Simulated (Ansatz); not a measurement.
# CH4BClN2O: molecular dynamics

The plan is to follow the molecule's vibrations and see whether its bonds hold. The start is relaxed first. Runs: 339 steps of 0.5 fs under a Nosé-Hoover thermostat at 700 K. SMILES of the start: NC(=O)NBCl.

Program: Ansatz 0.2.0. Level of theory: RHF/STO-3G. These are calculated values, not measurements.

## (1) The starting structure

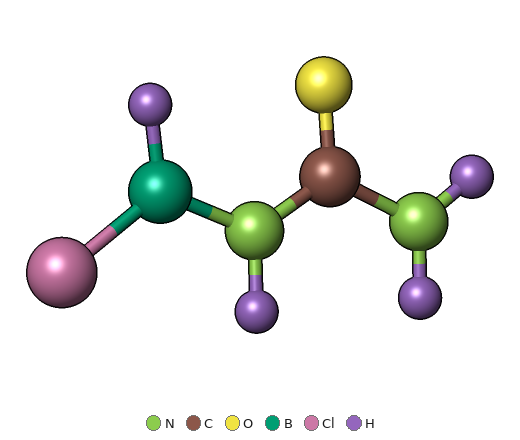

The starting structure, seen from a chosen angle (nitrogen green, carbon brown, oxygen yellow, boron teal, chlorine pink, hydrogen purple).

Structure file:

```xyz
10

N     0.9479   -1.6349   -0.7815
C     0.7047   -0.2669   -0.3029
O     1.6386    0.5516   -0.3373
N    -0.4966    0.1415    0.2062
B    -0.8477    1.5232    0.7339
Cl   -2.5260    1.9704    1.3904
H     0.1412   -2.2758   -0.7800
H     1.8668   -1.8683   -1.1745
H    -1.3487   -0.5441    0.2592
H     0.0029    2.3522    0.7894
```

## (2) Preparing the start

input.yaml reads:

```yaml
crystal:
  periodic: [false, false, false]
  atoms:
    - { symbol: "N", position_ang: [0.9479, -1.6349, -0.7815] }
    - { symbol: C, position_ang: [0.7047, -0.2669, -0.3029] }
    - { symbol: O, position_ang: [1.6386, 0.5516, -0.3373] }
    - { symbol: "N", position_ang: [-0.4966, 0.1415, 0.2062] }
    - { symbol: B, position_ang: [-0.8477, 1.5232, 0.7339] }
    - { symbol: Cl, position_ang: [-2.526, 1.9704, 1.3904] }
    - { symbol: H, position_ang: [0.1412, -2.2758, -0.78] }
    - { symbol: H, position_ang: [1.8668, -1.8683, -1.1745] }
    - { symbol: H, position_ang: [-1.3487, -0.5441, 0.2592] }
    - { symbol: H, position_ang: [0.0029, 2.3522, 0.7894] }
basis:
  gaussian: { orbitals: STO-3G }
hamiltonian:
  xc: hf
relax:
  f_tol: 0.02
  max_steps: 40
scf:
  lower_state_search: "off"
```

The run is started by

```bash
ansatz run input.yaml --threads 1 --pin off --max-ram 2048MiB --backend cpu --events-out ev --progress --plain --runs-dir out
```

The program printed (excerpt; [...] marks lines left out):

```text
Warning: RAYON_NUM_THREADS=1 ignored (pool sized by the plan → 1); use --threads N
[...]
Functional definition: HF
[...]
558 factors; integrals over basis functions are off by at most 1.8e-5 eV
[...]
mean field -19049.19646652 eV, -700.0450581356 hartree, gradient 2.3e-6 eV, S^2 0.000000; 0 other end points of the search recorded, 0 dependent functions left out
[...]
reference -19049.19646652 eV, -700.0450581356 hartree; 27, 27 occupied and 11, 11 virtual orbitals, 558 factors
relax step   1: F+E_penalty+E_count = -19049.19646652 eV  Δ(F+E_penalty+E_count) = +0.000e0 eV  max|allowed force component| = 8.996e0 eV/Å  Δτ_max = 0.0000 Å  (22 SCF iters, accepted)
[...]
relax step   4: F+E_penalty+E_count = -19050.40041108 eV  Δ(F+E_penalty+E_count) = -1.362e-1 eV  max|allowed force component| = 2.889e-1 eV/Å  Δτ_max = 0.0820 Å  (29 SCF iters, accepted)
[...]
relax step   7: F+E_penalty+E_count = -19050.49695452 eV  Δ(F+E_penalty+E_count) = -3.809e-2 eV  max|allowed force component| = 2.765e-1 eV/Å  Δτ_max = 0.2000 Å  (28 SCF iters, accepted)
[...]
relax step  10: F+E_penalty+E_count = -19050.50421394 eV  Δ(F+E_penalty+E_count) = +6.660e-3 eV  max|allowed force component| = 3.988e-1 eV/Å  Δτ_max = 0.0349 Å  (21 SCF iters, rejected (line search))
[...]
relax step  12: F+E_penalty+E_count = -19050.51249434 eV  Δ(F+E_penalty+E_count) = -1.837e-5 eV  max|allowed force component| = 2.970e-2 eV/Å  Δτ_max = 0.0073 Å  (23 SCF iters, accepted)
[...]
relax step  13: F+E_penalty+E_count = -19050.51253416 eV  Δ(F+E_penalty+E_count) = -3.982e-5 eV  max|allowed force component| = 5.266e-3 eV/Å  Δτ_max = 0.0032 Å  (23 SCF iters, accepted)
Total energy: -19050.51253416 eV, -700.0934227291 hartree
Atom 0 at     0.825233    -1.641873    -0.569407 Å, force    -0.001459     0.000254     0.000796 eV/Å
Atom 1 at     0.809182    -0.244673    -0.205751 Å, force     0.001922    -0.003517     0.000407 eV/Å
Atom 2 at     1.769509     0.495238    -0.268100 Å, force     0.000419     0.003475    -0.000058 eV/Å
Atom 3 at    -0.481821     0.155189     0.318015 Å, force     0.000654     0.000586    -0.000663 eV/Å
Atom 4 at    -0.831598     1.454306     0.657415 Å, force    -0.005266     0.001557     0.004167 eV/Å
Atom 5 at    -2.463170     1.752268     1.333480 Å, force     0.004203    -0.000909    -0.002346 eV/Å
Atom 6 at     0.008713    -1.893596    -1.141780 Å, force    -0.000480    -0.000106     0.000312 eV/Å
Atom 7 at     1.680596    -1.851297    -1.099184 Å, force     0.000208    -0.000689    -0.000963 eV/Å
Atom 8 at    -1.125415    -0.623483     0.474402 Å, force    -0.000537    -0.000493    -0.000832 eV/Å
Atom 9 at    -0.108130     2.346820     0.503810 Å, force     0.000337    -0.000159    -0.000821 eV/Å
Dipole moment:     0.094645    -0.580866    -0.484989 e Å
Checks for a lower state left out: stability, starts, cluster_reference, orbital_swaps, neighbouring_geometries, increment
```

Run time: 52 s. Hardware: 1 thread of Intel Xeon Platinum 8259CL at 2.50GHz (Skylake/Cascade Lake), shared host; peak memory 0.17 GiB.

The steps of the relaxation:

```csv
step,energy from step 1 (eV),largest force component (eV/Å)
1,0.0000,8.9963
2,-1.0677,2.0690
3x,-1.0391,2.1522
4,-1.2039,0.2889
5,-1.2589,0.4723
6,-1.2624,1.3703
7,-1.3005,0.2765
8,-1.3077,0.4340
9,-1.3144,0.2032
10x,-1.3077,0.3988
11,-1.3160,0.0245
12,-1.3160,0.0297
13,-1.3161,0.0053
```

Step 1 is the start. 2 steps were tried and not accepted (marked x).

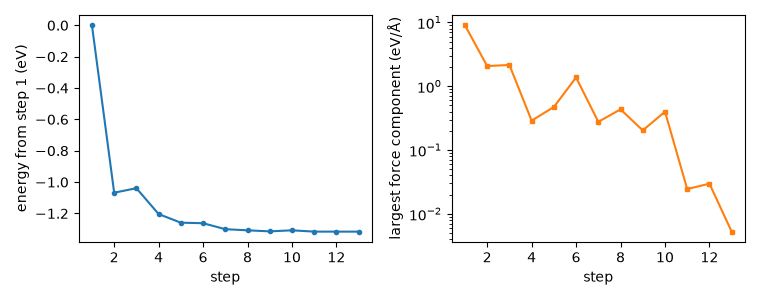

Energy and largest force along the relaxation.

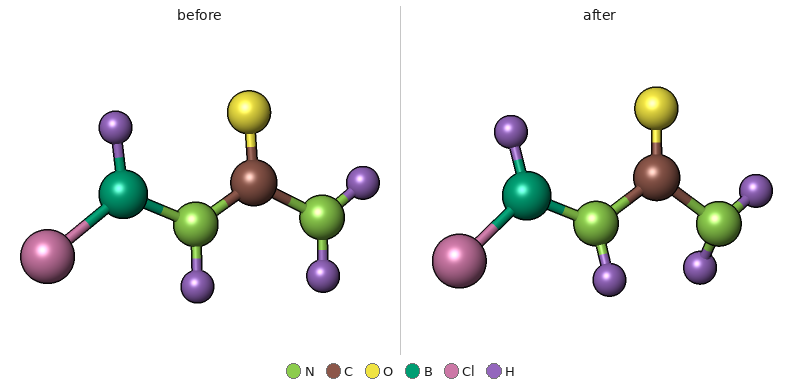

Before and after, at one scale.

After: Bond lengths: N1–C2 1.444 Å, C2–O3 1.214 Å, C2–N4 1.449 Å, N4–B5 1.388 Å, B5–Cl6 1.791 Å, N1–H7 1.028 Å, N1–H8 1.028 Å, N4–H9 1.022 Å, B5–H10 1.159 Å. Angles: N1–C2–O3 124.6°, N1–C2–N4 111.6°, O3–C2–N4 123.7°, C2–N1–H7 111.6°, C2–N1–H8 109.7°, H7–N1–H8 108.9°, C2–N4–B5 124.8°, C2–N4–H9 113.9°, B5–N4–H9 121.1°, N4–B5–Cl6 118.5°, N4–B5–H10 122.1°, Cl6–B5–H10 119.4°.

## (3) Dynamics

339 steps of 0.5 fs under a Nosé-Hoover thermostat at 700 K, from the relaxed start.

input.yaml reads:

```yaml
crystal:
  periodic: [false, false, false]
  atoms:
    - { symbol: "N", position_ang: [0.825233, -1.641873, -0.569407] }
    - { symbol: C, position_ang: [0.809182, -0.244673, -0.205751] }
    - { symbol: O, position_ang: [1.769509, 0.495238, -0.2681] }
    - { symbol: "N", position_ang: [-0.481821, 0.155189, 0.318015] }
    - { symbol: B, position_ang: [-0.831598, 1.454306, 0.657415] }
    - { symbol: Cl, position_ang: [-2.46317, 1.752268, 1.33348] }
    - { symbol: H, position_ang: [0.008713, -1.893596, -1.14178] }
    - { symbol: H, position_ang: [1.680596, -1.851297, -1.099184] }
    - { symbol: H, position_ang: [-1.125415, -0.623483, 0.474402] }
    - { symbol: H, position_ang: [-0.10813, 2.34682, 0.50381] }
basis:
  gaussian: { orbitals: STO-3G }
hamiltonian:
  xc: hf
md:
  timestep: 0.5
  n_steps: 339
  ensemble: nvt_nose_hoover
  temperature: 700.0
  initial_velocities: maxwell_boltzmann
  seed: 923939
scf:
  lower_state_search: "off"
```

The run is started by

```bash
ansatz run input.yaml --threads 1 --pin off --max-ram 2048MiB --backend cpu --events-out ev --progress --plain --runs-dir out
```

The program printed (excerpt; [...] marks lines left out):

```text
Warning: RAYON_NUM_THREADS=1 ignored (pool sized by the plan → 1); use --threads N
[...]
[... 1 set-up line as earlier in the session ...]
[...]
562 factors; integrals over basis functions are off by at most 1.7e-5 eV
[...]
mean field -19050.51258637 eV, -700.0934246480 hartree, gradient 2.7e-6 eV, S^2 0.000000; 0 other end points of the search recorded, 0 dependent functions left out
[...]
reference -19050.51258637 eV, -700.0934246480 hartree; 27, 27 occupied and 11, 11 virtual orbitals, 562 factors
md step     0: t =     0.00 fs  T =   700.0 K  F+E_penalty+E_count = -19050.51258637 eV  E_kin = 0.723856 eV  conserved = -19049.78873038 eV  (22 SCF iters)
[...]
md step    20: t =    10.00 fs  T =   300.6 K  F+E_penalty+E_count = -19050.08933159 eV  E_kin = 0.310865 eV  conserved = -19049.77989535 eV  (22 SCF iters)
[...]
md step    40: t =    20.00 fs  T =   399.8 K  F+E_penalty+E_count = -19050.19284084 eV  E_kin = 0.413418 eV  conserved = -19049.78550850 eV  (24 SCF iters)
[...]
md step    60: t =    30.00 fs  T =   377.4 K  F+E_penalty+E_count = -19050.15825581 eV  E_kin = 0.390245 eV  conserved = -19049.78403919 eV  (22 SCF iters)
[...]
md step    79: t =    39.50 fs  T =   253.4 K  F+E_penalty+E_count = -19050.01668104 eV  E_kin = 0.262046 eV  conserved = -19049.78054310 eV  (23 SCF iters)
md step    80: t =    40.00 fs  T =   256.9 K  F+E_penalty+E_count = -19050.01963862 eV  E_kin = 0.265705 eV  conserved = -19049.78038412 eV  (23 SCF iters)
```

## (4) The log goes on: dynamics from the start

The log, continued (excerpt; [...] marks lines left out):

```text
md step    81: t =    40.50 fs  T =   294.4 K  F+E_penalty+E_count = -19050.05853938 eV  E_kin = 0.304482 eV  conserved = -19049.78110382 eV  (24 SCF iters)
[...]
md step   107: t =    53.50 fs  T =   421.1 K  F+E_penalty+E_count = -19050.16464528 eV  E_kin = 0.435437 eV  conserved = -19049.78306622 eV  (22 SCF iters)
[...]
md step   133: t =    66.50 fs  T =   386.4 K  F+E_penalty+E_count = -19050.10145570 eV  E_kin = 0.399575 eV  conserved = -19049.78253932 eV  (23 SCF iters)
[...]
md step   159: t =    79.50 fs  T =   491.2 K  F+E_penalty+E_count = -19050.16857947 eV  E_kin = 0.507984 eV  conserved = -19049.78488588 eV  (24 SCF iters)
[...]
md step   183: t =    91.50 fs  T =   359.7 K  F+E_penalty+E_count = -19049.99275290 eV  E_kin = 0.371979 eV  conserved = -19049.78059924 eV  (23 SCF iters)
md step   184: t =    92.00 fs  T =   438.2 K  F+E_penalty+E_count = -19050.07396604 eV  E_kin = 0.453146 eV  conserved = -19049.78245745 eV  (23 SCF iters)
```

## (5) The output, continued: dynamics from the start

Output, continued (excerpt; [...] marks lines left out):

```text
md step   185: t =    92.50 fs  T =   504.6 K  F+E_penalty+E_count = -19050.14203598 eV  E_kin = 0.521764 eV  conserved = -19049.78405181 eV  (22 SCF iters)
[...]
md step   206: t =   103.00 fs  T =   556.2 K  F+E_penalty+E_count = -19050.14045417 eV  E_kin = 0.575107 eV  conserved = -19049.77914250 eV  (22 SCF iters)
[...]
md step   227: t =   113.50 fs  T =   417.7 K  F+E_penalty+E_count = -19049.95744681 eV  E_kin = 0.431884 eV  conserved = -19049.78282099 eV  (23 SCF iters)
[...]
md step   248: t =   124.00 fs  T =   417.7 K  F+E_penalty+E_count = -19049.91291926 eV  E_kin = 0.431929 eV  conserved = -19049.77846828 eV  (22 SCF iters)
[...]
md step   338: t =   169.00 fs  T =   595.9 K  F+E_penalty+E_count = -19049.97036829 eV  E_kin = 0.616175 eV  conserved = -19049.78044940 eV  (22 SCF iters)
[...]
Atom 1 at     0.854776    -0.243044    -0.161475 Å, force     0.894805     3.146252    -0.314948 eV/Å
Atom 2 at     1.883567     0.395410    -0.437982 Å, force    -2.500114    -0.442781     1.447769 eV/Å
Atom 3 at    -0.420053     0.223431     0.465355 Å, force     2.676663    -1.361623    -0.921138 eV/Å
Atom 4 at    -0.783639     1.505310     0.800029 Å, force    -2.362909    -0.106543     0.112548 eV/Å
Atom 5 at    -2.530818     1.720544     1.281828 Å, force     0.520160    -0.133502     0.100526 eV/Å
Atom 6 at    -0.072645    -1.764683    -1.057456 Å, force    -3.097961    -0.699869    -1.429303 eV/Å
Atom 7 at     1.506245    -1.725592    -1.195322 Å, force     1.466635    -0.808147    -0.892750 eV/Å
Atom 8 at    -1.025437    -0.603025     0.569152 Å, force    -0.249734     0.738964     0.273391 eV/Å
Atom 9 at    -0.226562     2.488742     0.699955 Å, force     1.148654     0.396057    -0.122469 eV/Å
Dipole moment:     0.145091    -0.534229    -0.405261 e Å
Checks for a lower state left out: stability, starts, cluster_reference, orbital_swaps, neighbouring_geometries, increment
```

It took 12 min on 1 thread of Intel Xeon Platinum 8259CL at 2.50GHz (Skylake/Cascade Lake), shared host; peak memory 0.099 GiB.

## (6) Frames and traces

One step in 25; energies are changes from step 0:

```csv
time (fs),T (K),potential energy change (meV/atom),conserved energy change (meV/atom)
0.0,700,0.0,0.00
12.5,402,31.3,0.23
25.0,517,20.2,0.23
37.5,361,37.7,0.27
50.0,551,20.2,0.37
62.5,326,46.3,0.41
75.0,459,36.1,0.63
87.5,386,47.8,0.57
100.0,525,38.6,0.76
112.5,433,53.7,0.72
125.0,539,47.6,0.81
137.5,445,61.6,0.73
150.0,500,59.6,0.85
162.5,491,63.6,0.72
169.5,587,55.4,0.95
```

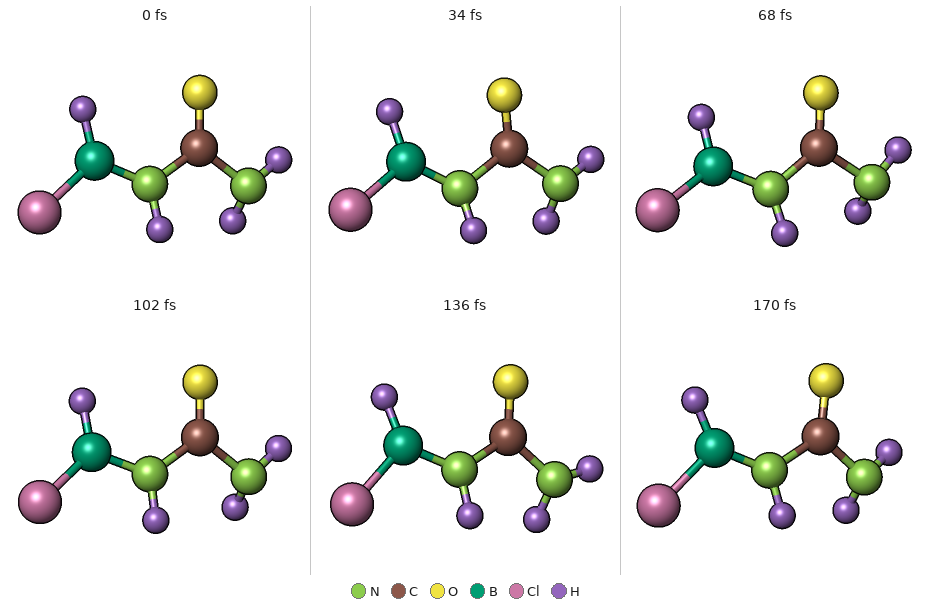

Six frames of the run, seen from a chosen angle. Sticks join atoms within a bonding distance in each frame.

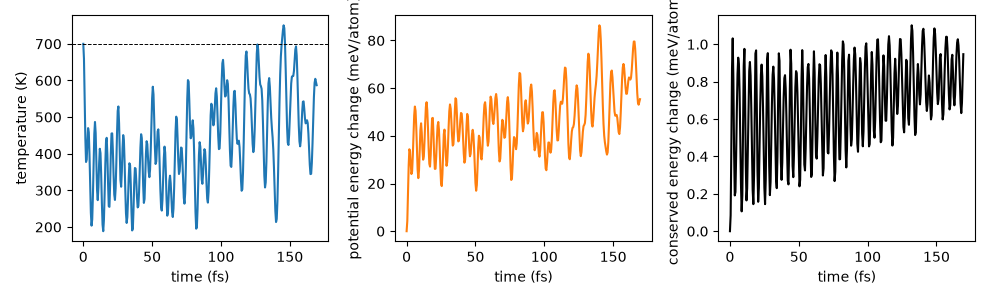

Time series of the run, each on its own scale. The dashed line is the set temperature.

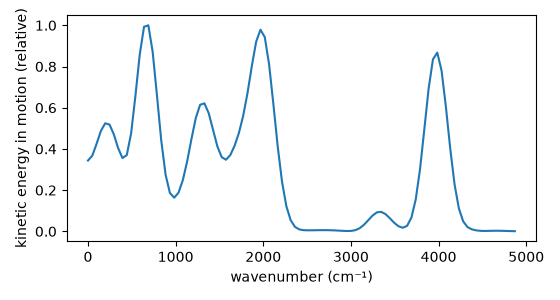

Power spectrum of the mass-weighted velocities; a run of 170 fs resolves no finer than about 390 cm⁻¹.

Maxima of the velocity power spectrum (cm⁻¹, relative height; resolution about 390 cm⁻¹): 690 (100), 1330 (62), 1970 (98), 3990 (87).

## (7) Snapshots as a file

Positions (Å) and forces (eV/Å):

```xyz
10
time_fs=21.0 T=456 dE=0.2620
N     0.855   -1.635   -0.588    0.167    1.447    0.798
C     0.764   -0.231   -0.152    0.284   -2.335   -1.368
O     1.689    0.543   -0.210    0.717    0.333    0.101
N    -0.531    0.105    0.292   -1.897    0.142    0.786
B    -0.851    1.431    0.579    1.248   -0.416    0.005
Cl   -2.399    1.752    1.333   -1.011    0.494    0.309
H    -0.013   -1.963   -1.065    1.125    0.349   -0.127
H     1.723   -1.662   -1.147   -0.681   -0.808   -0.385
H    -1.185   -0.686    0.464    0.739    0.825   -0.171
H    -0.026    2.244    0.392   -0.691   -0.033    0.052
10
time_fs=42.5 T=443 dE=0.2990
N     0.899   -1.668   -0.608    0.506    1.634    1.177
C     0.762   -0.262   -0.239    2.731    0.590    0.418
O     1.682    0.573   -0.146   -1.439   -2.301   -0.930
N    -0.525    0.065    0.262   -0.991    2.548    0.647
B    -0.861    1.416    0.568    0.749   -0.825   -1.393
Cl   -2.416    1.790    1.361    0.106   -0.038    0.081
H     0.117   -2.078   -1.095   -0.846   -0.061   -0.538
H     1.766   -1.839   -1.104    0.546   -0.094   -0.382
H    -1.095   -0.702    0.567   -0.677   -0.969    0.209
H    -0.152    2.271    0.146   -0.685   -0.483    0.711
10
time_fs=63.5 T=319 dE=0.4736
N     0.939   -1.628   -0.595   -0.019   -2.002   -2.978
C     0.810   -0.265   -0.143   -0.428   -0.348   -1.380
O     1.764    0.481   -0.222   -0.392    0.959    0.866
N    -0.558    0.043    0.256   -0.635    2.391    0.598
B    -0.966    1.405    0.507    2.269   -1.250   -0.203
Cl   -2.440    1.818    1.389   -0.629   -0.159   -0.060
H     0.242   -1.819   -1.371   -0.036    0.325    1.587
H     1.816   -1.718   -1.183   -0.408    0.472    1.615
H    -1.216   -0.743    0.410    0.956    0.326   -0.078
H    -0.208    2.285    0.256   -0.678   -0.714    0.032
10
time_fs=85.0 T=419 dE=0.4349
N     0.890   -1.665   -0.602   -0.904    0.561    0.777
C     0.835   -0.267   -0.307   -2.456   -0.815    2.626
O     1.751    0.485   -0.176    2.402    1.478   -0.824
N    -0.468    0.092    0.280   -1.740    2.193    0.425
B    -0.921    1.438    0.543    1.132   -1.502   -0.633
Cl   -2.474    1.808    1.389    0.436   -0.540   -0.214
H     0.213   -1.910   -1.303   -0.863   -0.567   -0.875
H     1.803   -1.956   -0.880    1.628   -0.368   -0.655
H    -1.017   -0.676    0.697    0.478   -0.013   -0.608
H    -0.302    2.373    0.202   -0.112   -0.426   -0.018
10
time_fs=106.0 T=477 dE=0.4662
N     0.809   -1.633   -0.581    0.120    0.142   -0.608
C     0.810   -0.275   -0.139    1.873    3.281   -0.275
O     1.789    0.490   -0.256   -2.393   -1.805    0.768
N    -0.500    0.159    0.325    0.648    1.269   -0.015
B    -0.880    1.495    0.556    0.816   -1.575   -0.489
Cl   -2.440    1.736    1.347   -0.602    0.408    0.175
H    -0.061   -1.651   -1.189    1.916   -1.089   -0.076
H     1.756   -1.736   -1.064   -2.256   -0.435   -0.032
H    -1.179   -0.573    0.480   -0.186   -0.777    0.335
H    -0.190    2.340    0.196    0.065    0.580    0.217
10
time_fs=127.0 T=685 dE=0.3315
N     0.708   -1.600   -0.565    1.206    0.873    1.151
C     0.803   -0.232   -0.215   -0.463    1.596    1.210
O     1.793    0.491   -0.258   -0.806   -1.170   -0.427
N    -0.453    0.234    0.389    0.106   -2.768   -0.100
B    -0.811    1.525    0.628   -0.120   -0.731    0.130
Cl   -2.437    1.681    1.300   -0.766    0.822    0.441
H    -0.163   -1.960   -0.906   -0.909   -0.160   -0.617
H     1.528   -1.859   -1.075    0.753   -0.978   -0.957
H    -1.067   -0.552    0.711    0.714    1.035   -0.647
H    -0.059    2.327    0.385    0.284    1.480   -0.183
10
time_fs=148.5 T=430 dE=0.6668
N     0.678   -1.620   -0.541    1.807   -3.154   -4.256
C     0.871   -0.240   -0.202   -4.538    0.365    0.840
O     1.816    0.471   -0.328    2.530    0.581   -0.648
N    -0.368    0.259    0.426    0.858   -1.199   -0.611
B    -0.789    1.524    0.707   -0.914    0.020    0.513
Cl   -2.492    1.689    1.287    0.257    0.130   -0.036
H    -0.206   -2.039   -0.986    0.680    2.341    1.812
H     1.349   -1.856   -1.349   -0.470    0.515    2.291
H    -1.006   -0.508    0.559   -0.812   -0.570    0.289
H    -0.137    2.441    0.604    0.604    0.971   -0.196
10
time_fs=169.5 T=587 dE=0.5538
N     0.748   -1.587   -0.560    1.504   -0.729    1.746
C     0.855   -0.243   -0.162    0.895    3.146   -0.315
O     1.884    0.395   -0.438   -2.500   -0.443    1.448
N    -0.420    0.223    0.465    2.677   -1.362   -0.921
B    -0.784    1.505    0.800   -2.363   -0.106    0.113
Cl   -2.531    1.720    1.282    0.520   -0.134    0.101
H    -0.073   -1.765   -1.058   -3.098   -0.700   -1.429
H     1.506   -1.726   -1.195    1.467   -0.808   -0.893
H    -1.025   -0.603    0.569   -0.250    0.739    0.273
H    -0.227    2.489    0.700    1.149    0.396   -0.122
```

## (8) Summary of results

| quantity | value |
| --- | --- |
| relaxation of the start | 10 moves, 1.316 eV lower |
| length | 339 steps of 0.5 fs |
| temperature, first and last step | 700 and 587 K |
| temperature, second half | mean 498 K, from 214 to 751 K |
| potential energy, second half | +52 meV/atom from the start |
| largest change of the conserved energy | 1.10 meV/atom |
| bonds formed or broken | 0 |

In words: Against a set 700 K the second half averages 498 K with a spread of 117 K; 52 meV/atom has gone into potential energy, and a thermostat that acts over some 100 fs has not made it up in 170 fs. The conserved energy strays from its start by at most 1.10 meV/atom, 2.5 % of the mean kinetic energy, fair for a step of 0.5 fs. No bond forms or breaks. Averages from a run of 170 fs with 10 atoms are rough. The nuclei move classically, without zero-point motion, which matters most for hydrogen. In so small a basis the energies are only a sketch.
